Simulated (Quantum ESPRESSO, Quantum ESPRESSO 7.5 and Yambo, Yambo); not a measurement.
## Quasiparticle gap of PtS2 (1T monolayer) in Yambo

How does a plane-wave GW calculation on PtS2 (1T monolayer) run from the first input to the gap?

Method: PBE and many-body steps on it, plane waves, in Quantum ESPRESSO 7.5 and Yambo 5.3.0.

## (1) Set-up

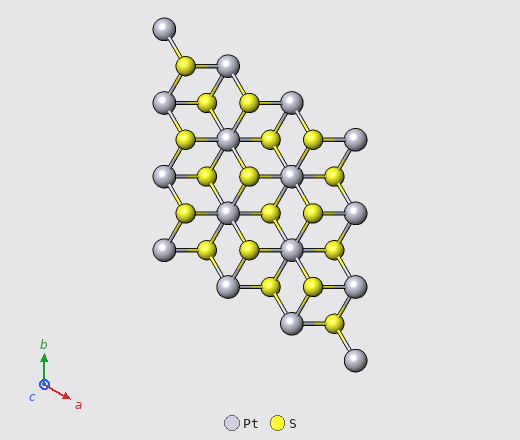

Start, viewed from above; platinum light grey, sulfur yellow. 3×3×1 cells are drawn. Some periodic images of atoms are drawn too.

The cell holds 3 atoms: 1 Pt and 2 S. Cell: a = 3.574 Å, b = 3.574 Å, c = 15.000 Å, α = 90.0°, β = 90.0°, γ = 120.0°. Vacuum lies along c.

The structure was relaxed with PBE. The runs that relaxed it are not among those shown. Spin-orbit coupling is left out unless a step names it.

## (2) Ground state

This step: Quantum ESPRESSO 7.5; DFT, PBE, plane waves, norm-conserving pseudopotentials.

The ground-state density comes first.

Contents of pw.in:

```
&control
  calculation = 'scf'
  prefix = 'x'
  outdir = 'o'
  pseudo_dir = 'pseudo'
/
&system
  ibrav = 0
  nat = 3
  ntyp = 2
  ecutwfc = 76.0
  nbnd = 20
  force_symmorphic = .true.
/
&electrons
  conv_thr = 1e-10
  electron_maxstep = 80
  mixing_beta = 0.5
/
ATOMIC_SPECIES
  Pt 195.08 Pt.upf
  S 32.06 S.upf
CELL_PARAMETERS angstrom
  3.5735303220 0.0000000000 0.0000000000
  -1.7867651610 3.0947680400 0.0000000000
  0.0000000000 0.0000000000 15.0000000000
ATOMIC_POSITIONS crystal
  Pt 0.0000000000 0.0000000000 0.5000000000
  S 0.3333333333 0.6666666667 0.5818569338
  S 0.6666666667 0.3333333333 0.4181430662
K_POINTS automatic
  12 12 1 0 0 0
```

On the command line:

```sh
$ OMP_NUM_THREADS=1 mpirun -n 4 pw.x -nk 4 -in pw.in > pw.out
```

Output:

```text
Program PWSCF v.7.5 starts

     This program is part of the open-source Quantum ESPRESSO suite
     for quantum simulation of materials; please cite
         "P. Giannozzi et al., J. Phys.:Condens. Matter 21 395502 (2009);
         "P. Giannozzi et al., J. Phys.:Condens. Matter 29 465901 (2017);
         "P. Giannozzi et al., J. Chem. Phys. 152 154105 (2020);
     in publications or presentations arising from this work. More details at
     Message from routine setup:
     using ibrav=0 with symmetry is DISCOURAGED, use correct ibrav instead

     G-vector sticks info

     bravais-lattice index     =            0
     lattice parameter (alat)  =       6.7530  a.u.
     unit-cell volume          =    1119.4725 (a.u.)^3
     number of atoms/cell      =            3
     number of atomic types    =            2
     number of electrons       =        30.00
     number of Kohn-Sham states=           20
     kinetic-energy cutoff     =      76.0000  Ry
     charge density cutoff     =     304.0000  Ry
     scf convergence threshold =      1.0E-10
     mixing beta               =       0.5000
     number of iterations used =            8  plain     mixing
     Exchange-correlation= PBE
                           (   1   4   3   4   0   0   0)

     celldm(1)=   6.752994  celldm(2)=   0.000000  celldm(3)=   0.000000
     celldm(4)=   0.000000  celldm(5)=   0.000000  celldm(6)=   0.000000

     crystal axes: (cart. coord. in units of alat)
               a(1) = (   1.000000   0.000000   0.000000 )
               a(2) = (  -0.500000   0.866025   0.000000 )
               a(3) = (   0.000000   0.000000   4.197530 )

     reciprocal axes: (cart. coord. in units 2 pi/alat)
               b(1) = (  1.000000  0.577350 -0.000000 )
               b(2) = (  0.000000  1.154701  0.000000 )
               b(3) = (  0.000000 -0.000000  0.238235 )
     Pseudo is Norm-conserving + core correction, Zval = 18.0
     Generated using ONCVPSP code by D. R. Hamann
     Using radial grid of 1374 points,  8 beta functions with:
     Pseudo is Norm-conserving + core correction, Zval =  6.0
     Generated using ONCVPSP code by D. R. Hamann
     Using radial grid of 1146 points,  6 beta functions with:
     Pt               18.00   195.08000     Pt( 1.00)
     S                 6.00    32.06000     S ( 1.00)

     12 Sym. Ops., with inversion, found

   Cartesian axes

     site n.     atom                  positions (alat units)
         1        Pt     tau(   1) = (   0.0000000   0.0000000   2.0987649  )
         2        S      tau(   2) = (  -0.0000000   0.5773503   2.4423618  )
         3        S      tau(   3) = (   0.5000000   0.2886751   1.7551680  )

     number of k points=    19
                       cart. coord. in units 2pi/alat
        k(    1) = (   0.0000000   0.0000000   0.0000000), wk =   0.0138889
        k(    2) = (   0.0000000   0.0962250   0.0000000), wk =   0.0833333
        k(    3) = (   0.0000000   0.1924501   0.0000000), wk =   0.0833333
        k(    4) = (   0.0000000   0.2886751   0.0000000), wk =   0.0833333
        k(    5) = (   0.0000000   0.3849002   0.0000000), wk =   0.0833333
        k(    6) = (   0.0000000   0.4811252   0.0000000), wk =   0.0833333
        k(    7) = (   0.0000000  -0.5773503   0.0000000), wk =   0.0416667
        k(    8) = (   0.0833333   0.1443376   0.0000000), wk =   0.0833333
        k(    9) = (   0.0833333   0.2405626   0.0000000), wk =   0.1666667
        k(   10) = (   0.0833333   0.3367877   0.0000000), wk =   0.1666667
     [... 7 further rows ...]
        k(   18) = (   0.2500000   0.5292377   0.0000000), wk =   0.1666667
        k(   19) = (   0.3333333   0.5773503   0.0000000), wk =   0.0277778

     Dense  grid:   100255 G-vectors     FFT dimensions: (  40,  40, 160)

     Initial potential from superposition of free atoms

     starting charge      29.9998, renormalised to      30.0000
     Starting wfcs are   18 randomized atomic wfcs +    2 random wfcs

     per-process dynamical memory:    81.1 Mb

     Self-consistent Calculation

     iteration #  1     ecut=    76.00 Ry     beta= 0.50

     total energy              =    -305.18150082 Ry
     estimated scf accuracy    <       0.49950907 Ry

     iteration #  2     ecut=    76.00 Ry     beta= 0.50

     total energy              =    -305.29409075 Ry
     estimated scf accuracy    <       0.77672180 Ry

     iteration #  3     ecut=    76.00 Ry     beta= 0.50

     total energy              =    -305.41133571 Ry
     estimated scf accuracy    <       0.00572804 Ry

     iteration #  4     ecut=    76.00 Ry     beta= 0.50

     total energy              =    -305.41226885 Ry
     estimated scf accuracy    <       0.00168952 Ry

     iteration #  5     ecut=    76.00 Ry     beta= 0.50

     total energy              =    -305.41252304 Ry
     estimated scf accuracy    <       0.00001037 Ry

     iteration #  6     ecut=    76.00 Ry     beta= 0.50

     total energy              =    -305.41253196 Ry
     estimated scf accuracy    <       0.00000057 Ry

     iteration #  7     ecut=    76.00 Ry     beta= 0.50

     total energy              =    -305.41253215 Ry
     estimated scf accuracy    <       0.00000008 Ry

     iteration #  8     ecut=    76.00 Ry     beta= 0.50

     total energy              =    -305.41253217 Ry
     estimated scf accuracy    <       0.00000002 Ry

     iteration #  9     ecut=    76.00 Ry     beta= 0.50

     total energy              =    -305.41253217 Ry
     estimated scf accuracy    <          8.8E-10 Ry

     iteration # 10     ecut=    76.00 Ry     beta= 0.50

     total energy              =    -305.41253217 Ry
     estimated scf accuracy    <          1.3E-10 Ry

     iteration # 11     ecut=    76.00 Ry     beta= 0.50

     End of self-consistent calculation

          k = 0.0000 0.0000 0.0000 ( 12619 PWs)   bands (ev):

   -99.5270 -53.6730 -53.6730 -53.5680 -14.8772 -12.6541  -6.4167  -6.4167
    -6.0352  -3.7253  -3.7253  -1.6633  -1.5514  -1.1800  -1.1800   2.3042
     2.3042   4.4767   4.9648   5.4783

          k = 0.0000 0.0962 0.0000 ( 12571 PWs)   bands (ev):

   -99.5270 -53.6743 -53.6733 -53.5678 -14.7917 -12.6754  -6.4046  -6.3626
    -5.9577  -3.8585  -3.7978  -2.0739  -1.4183  -1.1376  -0.9849   1.8855
     2.1884   4.6782   5.1941   5.7633

          k = 0.0000 0.1925 0.0000 ( 12560 PWs)   bands (ev):

   -99.5269 -53.6779 -53.6743 -53.5673 -14.5457 -12.7340  -6.3531  -6.2172
    -5.7404  -4.2973  -3.9446  -2.6018  -1.1482  -1.1168  -0.9172   1.1476
     1.9722   5.1528   5.5708   5.9812

          k = 0.0000 0.2887 0.0000 ( 12528 PWs)   bands (ev):

     [... further k-points ...]

     highest occupied, lowest unoccupied level (ev):    -0.8916    0.8753

!    total energy              =    -305.41253217 Ry
     estimated scf accuracy    <          1.1E-11 Ry

     The total energy is the sum of the following terms:
     one-electron contribution =    -938.54024041 Ry
     hartree contribution      =     468.67556157 Ry
     xc contribution           =     -60.14721996 Ry
     ewald contribution        =     224.59936663 Ry

     convergence has been achieved in  11 iterations

     XML data file, charge density, pseudopotentials, collected wavefunctions

=------------------------------------------------------------------------------=
   JOB DONE.
=------------------------------------------------------------------------------=
```

Run time: 27 s. Hardware: 4 MPI ranks of Arm Neoverse V1, shared host; peak memory 0.55 GiB.

Numbers from this step:

* total energy: -4155.3492 eV
* gap: 1.767 eV
* k of the valence top: 0.1667, 0.1667, 0
* k of the conduction bottom: 0, 0.25, 0
* least direct gap: 1.907 eV

The gap is indirect, with the least direct gap 0.14 eV higher.

## (3) Bands along the symmetry lines

Levels along a band path, at the cheap level, show where the edges lie and whether the meshes to come will hold them.

Contents of pw.in:

```
&control
  calculation = 'bands'
  prefix = 'x'
  outdir = 'o'
  pseudo_dir = 'pseudo'
/
&system
  ibrav = 0
  nat = 3
  ntyp = 2
  ecutwfc = 76.0
  nbnd = 21
  force_symmorphic = .true.
/
&electrons
  conv_thr = 1e-9
  electron_maxstep = 80
  diago_full_acc = .true.
  diago_thr_init = 5e-6
/
ATOMIC_SPECIES
  Pt 195.08 Pt.upf
  S 32.06 S.upf
CELL_PARAMETERS angstrom
  3.5735303220 0.0000000000 0.0000000000
  -1.7867651610 3.0947680400 0.0000000000
  0.0000000000 0.0000000000 15.0000000000
ATOMIC_POSITIONS crystal
  Pt 0.0000000000 0.0000000000 0.5000000000
  S 0.3333333333 0.6666666667 0.5818569338
  S 0.6666666667 0.3333333333 0.4181430662
K_POINTS crystal
  25
  0.00000000 0.00000000 0.00000000 1
  0.06250000 0.00000000 0.00000000 1
  0.12500000 0.00000000 0.00000000 1
  0.18750000 0.00000000 0.00000000 1
  0.25000000 0.00000000 0.00000000 1
  0.31250000 0.00000000 0.00000000 1
  0.37500000 0.00000000 0.00000000 1
  0.43750000 0.00000000 0.00000000 1
  0.50000000 0.00000000 0.00000000 1
  0.47916667 0.04166667 0.00000000 1
  0.45833333 0.08333333 0.00000000 1
  0.43750000 0.12500000 0.00000000 1
  0.41666666 0.16666666 0.00000000 1
  0.39583333 0.20833333 0.00000000 1
  0.37500000 0.25000000 0.00000000 1
  0.35416666 0.29166666 0.00000000 1
  0.33333333 0.33333333 0.00000000 1
  0.29166666 0.29166666 0.00000000 1
  0.25000000 0.25000000 0.00000000 1
  0.20833333 0.20833333 0.00000000 1
  0.16666666 0.16666666 0.00000000 1
  0.12500000 0.12500000 0.00000000 1
  0.08333333 0.08333333 0.00000000 1
  0.04166667 0.04166667 0.00000000 1
  0.00000000 0.00000000 0.00000000 1
```

Output:

```text
[banner, memory and clock lines left out]
Program PWSCF v.7.5 starts

     Atomic positions and unit cell read from directory:
     o/x.save/

     Message from routine setup:
     using ibrav=0 with symmetry is DISCOURAGED, use correct ibrav instead

     G-vector sticks info

     bravais-lattice index     =            0
     lattice parameter (alat)  =       6.7530  a.u.
     unit-cell volume          =    1119.4725 (a.u.)^3
     number of atoms/cell      =            3
     number of atomic types    =            2
     number of electrons       =        30.00
     number of Kohn-Sham states=           21
     kinetic-energy cutoff     =      76.0000  Ry
     charge density cutoff     =     304.0000  Ry
     Exchange-correlation= PBE
                           (   1   4   3   4   0   0   0)

     celldm(1)=   6.752994  celldm(2)=   0.000000  celldm(3)=   0.000000
     celldm(4)=   0.000000  celldm(5)=   0.000000  celldm(6)=   0.000000

     crystal axes: (cart. coord. in units of alat)
               a(1) = (   1.000000   0.000000   0.000000 )
               a(2) = (  -0.500000   0.866025   0.000000 )
               a(3) = (   0.000000   0.000000   4.197530 )

     reciprocal axes: (cart. coord. in units 2 pi/alat)
               b(1) = (  1.000000  0.577350 -0.000000 )
               b(2) = (  0.000000  1.154701  0.000000 )
               b(3) = (  0.000000 -0.000000  0.238235 )
     Pseudo is Norm-conserving + core correction, Zval = 18.0
     Generated using ONCVPSP code by D. R. Hamann
     Using radial grid of 1374 points,  8 beta functions with:
     Pseudo is Norm-conserving + core correction, Zval =  6.0
     Generated using ONCVPSP code by D. R. Hamann
     Using radial grid of 1146 points,  6 beta functions with:
     Pt               18.00   195.08000     Pt( 1.00)
     S                 6.00    32.06000     S ( 1.00)

     12 Sym. Ops., with inversion, found

   Cartesian axes

     site n.     atom                  positions (alat units)
         1        Pt     tau(   1) = (   0.0000000   0.0000000   2.0987649  )
         2        S      tau(   2) = (  -0.0000000   0.5773503   2.4423618  )
         3        S      tau(   3) = (   0.5000000   0.2886751   1.7551680  )

     number of k points=    25
                       cart. coord. in units 2pi/alat
        k(    1) = (   0.0000000   0.0000000   0.0000000), wk =   0.0800000
        k(    2) = (   0.0625000   0.0360844   0.0000000), wk =   0.0800000
        k(    3) = (   0.1250000   0.0721688   0.0000000), wk =   0.0800000
[...]
[... 13 further rows ...]
        k(   24) = (   0.0416667   0.0721688   0.0000000), wk =   0.0800000
        k(   25) = (   0.0000000   0.0000000   0.0000000), wk =   0.0800000

     Dense  grid:   100255 G-vectors     FFT dimensions: (  40,  40, 160)

     The potential is recalculated from file :
     o/x.save/charge-density

     Starting wfcs are   18 randomized atomic wfcs +    3 random wfcs

     Band Structure Calculation

     End of band structure calculation

          k = 0.0000 0.0000 0.0000 ( 12619 PWs)   bands (ev):

   -99.5269 -53.6730 -53.6730 -53.5679 -14.8772 -12.6541  -6.4166  -6.4166
    -6.0351  -3.7253  -3.7252  -1.6633  -1.5514  -1.1800  -1.1800   2.3042
     2.3042   4.4767   4.9648   5.4783   5.8051

          k = 0.0625 0.0361 0.0000 ( 12589 PWs)   bands (ev):

   -99.5269 -53.6737 -53.6731 -53.5678 -14.8289 -12.6662  -6.4102  -6.3859
[...]
2.2358   4.5936   5.1105   5.6432   5.9025

          k = 0.1250 0.0722 0.0000 ( 12568 PWs)   bands (ev):

[...]
2.0775   4.8949   5.3757   5.9942   6.1831

[...]
k = 0.0417 0.0722 0.0000 ( 12589 PWs)   bands (ev):

[...]
2.2061   4.6307   5.1488   5.6994   5.9343

          k = 0.0000 0.0000 0.0000 ( 12619 PWs)   bands (ev):

   -99.5269 -53.6730 -53.6730 -53.5679 -14.8772 -12.6541  -6.4166  -6.4166
    -6.0351  -3.7253  -3.7252  -1.6633  -1.5514  -1.1800  -1.1800   2.3042
     2.3042   4.4767   4.9648   5.4783   5.8052

     XML data file, pseudopotentials, collected wavefunctions
```

Run time: 14 s. Hardware: 4 MPI ranks; peak memory 0.41 GiB.

Numbers from this step:

- gap: 1.767 eV
- k of the valence top: 0.1667, 0.1667, 0
- k of the conduction bottom: 0.25, 0, 0
- least direct gap: 1.907 eV

The gap is 1.767 eV, as in the run before at this level.

Electronic bands along the path, in eV, zero at the top of the highest filled band:

```
point  band 12  band 13  band 14  band 15  band 16  band 17  band 18  band 19
    Γ    -0.77    -0.66    -0.29    -0.29     3.20     3.20     5.37     5.86
    M    -2.10    -2.02    -1.67    -1.37     2.79     2.98     5.52     6.76
    K    -2.44    -2.23    -0.71    -0.71     2.15     2.15     6.86     8.97
    Γ    -0.77    -0.66    -0.29    -0.29     3.20     3.20     5.37     5.86
```

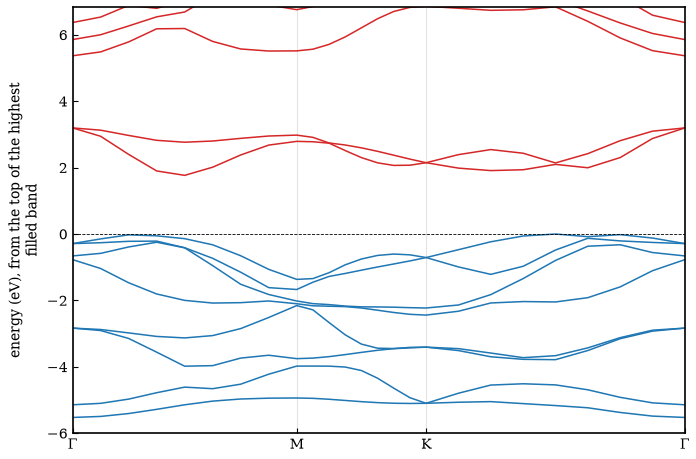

Electronic bands along the path; lines of filled and empty bands in two colours.

## (4) Empty states on the mesh, 6×6×1 mesh, 92 bands

The sums over transitions need many empty states on a uniform mesh; this step solves for them.

Contents of pw.in:

```
&control
  calculation = 'nscf'
  prefix = 'x'
  outdir = 'o'
  pseudo_dir = 'pseudo'
/
&system
  ibrav = 0
  nat = 3
  ntyp = 2
  ecutwfc = 76.0
  nbnd = 92
  force_symmorphic = .true.
/
&electrons
  conv_thr = 1e-9
  electron_maxstep = 80
  diago_full_acc = .true.
  diago_thr_init = 5e-6
/
ATOMIC_SPECIES
  Pt 195.08 Pt.upf
  S 32.06 S.upf
CELL_PARAMETERS angstrom
  3.5735303220 0.0000000000 0.0000000000
  -1.7867651610 3.0947680400 0.0000000000
  0.0000000000 0.0000000000 15.0000000000
ATOMIC_POSITIONS crystal
  Pt 0.0000000000 0.0000000000 0.5000000000
  S 0.3333333333 0.6666666667 0.5818569338
  S 0.6666666667 0.3333333333 0.4181430662
K_POINTS automatic
  6 6 1 0 0 0
```

Output:

```text
[banner, memory and clock lines left out]
Program PWSCF v.7.5 starts

     Atomic positions and unit cell read from directory:
     o/x.save/

     Message from routine setup:
     using ibrav=0 with symmetry is DISCOURAGED, use correct ibrav instead

     G-vector sticks info

     bravais-lattice index     =            0
     lattice parameter (alat)  =       6.7530  a.u.
     unit-cell volume          =    1119.4725 (a.u.)^3
     number of atoms/cell      =            3
     number of atomic types    =            2
     number of electrons       =        30.00
     number of Kohn-Sham states=           92
     kinetic-energy cutoff     =      76.0000  Ry
     charge density cutoff     =     304.0000  Ry
     Exchange-correlation= PBE
                           (   1   4   3   4   0   0   0)

     celldm(1)=   6.752994  celldm(2)=   0.000000  celldm(3)=   0.000000
     celldm(4)=   0.000000  celldm(5)=   0.000000  celldm(6)=   0.000000

     crystal axes: (cart. coord. in units of alat)
               a(1) = (   1.000000   0.000000   0.000000 )
               a(2) = (  -0.500000   0.866025   0.000000 )
               a(3) = (   0.000000   0.000000   4.197530 )

     reciprocal axes: (cart. coord. in units 2 pi/alat)
               b(1) = (  1.000000  0.577350 -0.000000 )
               b(2) = (  0.000000  1.154701  0.000000 )
               b(3) = (  0.000000 -0.000000  0.238235 )
     Pseudo is Norm-conserving + core correction, Zval = 18.0
     Generated using ONCVPSP code by D. R. Hamann
     Using radial grid of 1374 points,  8 beta functions with:
     Pseudo is Norm-conserving + core correction, Zval =  6.0
     Generated using ONCVPSP code by D. R. Hamann
     Using radial grid of 1146 points,  6 beta functions with:
     Pt               18.00   195.08000     Pt( 1.00)
     S                 6.00    32.06000     S ( 1.00)

     12 Sym. Ops., with inversion, found

   Cartesian axes

     site n.     atom                  positions (alat units)
         1        Pt     tau(   1) = (   0.0000000   0.0000000   2.0987649  )
         2        S      tau(   2) = (  -0.0000000   0.5773503   2.4423618  )
         3        S      tau(   3) = (   0.5000000   0.2886751   1.7551680  )

     number of k points=     7
                       cart. coord. in units 2pi/alat
        k(    1) = (   0.0000000   0.0000000   0.0000000), wk =   0.0555556
        k(    2) = (   0.0000000   0.1924501   0.0000000), wk =   0.3333333
        k(    3) = (   0.0000000   0.3849002   0.0000000), wk =   0.3333333
        k(    4) = (   0.0000000  -0.5773503   0.0000000), wk =   0.1666667
        k(    5) = (   0.1666667   0.2886751   0.0000000), wk =   0.3333333
        k(    6) = (   0.1666667   0.4811252   0.0000000), wk =   0.6666667
        k(    7) = (   0.3333333   0.5773503   0.0000000), wk =   0.1111111

     Dense  grid:   100255 G-vectors     FFT dimensions: (  40,  40, 160)

     The potential is recalculated from file :
     o/x.save/charge-density

     Starting wfcs are   18 randomized atomic wfcs +   74 random wfcs

     Band Structure Calculation

     End of band structure calculation

          k = 0.0000 0.0000 0.0000 ( 12619 PWs)   bands (ev):

   -99.5269 -53.6730 -53.6730 -53.5679 -14.8772 -12.6541  -6.4166  -6.4166
    -6.0351  -3.7253  -3.7253  -1.6633  -1.5514  -1.1800  -1.1800   2.3042
     2.3042   4.4767   4.9648   5.4783   5.8051   7.4457   7.8606   7.8606
[...]
31.9125  31.9125  32.4681  32.8370

          k = 0.0000 0.1925 0.0000 ( 12560 PWs)   bands (ev):

[...]
32.9307  32.9595  33.1729  33.2718

          k = 0.0000 0.3849 0.0000 ( 12540 PWs)   bands (ev):

[...]
29.2747  29.2888  29.5043  29.5061  30.0552  30.8745  31.0773  31.2221
    31.4941  31.9095  32.1594  32.4025  32.5825  32.9871  33.2269  33.6141
    34.0010  34.0715  34.3192  34.7383

          k = 0.0000-0.5774 0.0000 ( 12518 PWs)   bands (ev):

     [... further k-points ...]

     highest occupied, lowest unoccupied level (ev):    -0.8916    1.1476

     XML data file, pseudopotentials, collected wavefunctions
```

Elapsed: 26 s, on 4 MPI ranks; peak memory 0.71 GiB.

Numbers from this step:

```yaml
gap: 2.039 eV
k_of_the_valence_top: 0.1667, 0.1667, 0
k_of_the_conduction_bottom: 0, 0.1667, 0
least_direct_gap: 2.065 eV
k_points_computed: 7
lowest_point_of_the_top_converged_band_above_the_valence_top: 33.73 eV
```

On this mesh the gap is 2.039 eV. The earlier step found 1.767 eV, so this mesh misses an edge.

(Part 1 of 2 ends here.)

[Paths, hosts, dates, memory and timing lines, banners, echoed tables and standing remarks are left out of the program output.]

[Logs are printed without paths, hosts, clocks, repeated set-up lines and the standing remarks that a program may print on its own settings, such as how far it seeks lower states.]

[Runs of the session that timed out or met a known fault of the program may be left out.]

[Hosts, paths, dates, database ids (printed as entryN), source tags and the programs' standing remarks are cut or masked in the printed files.]
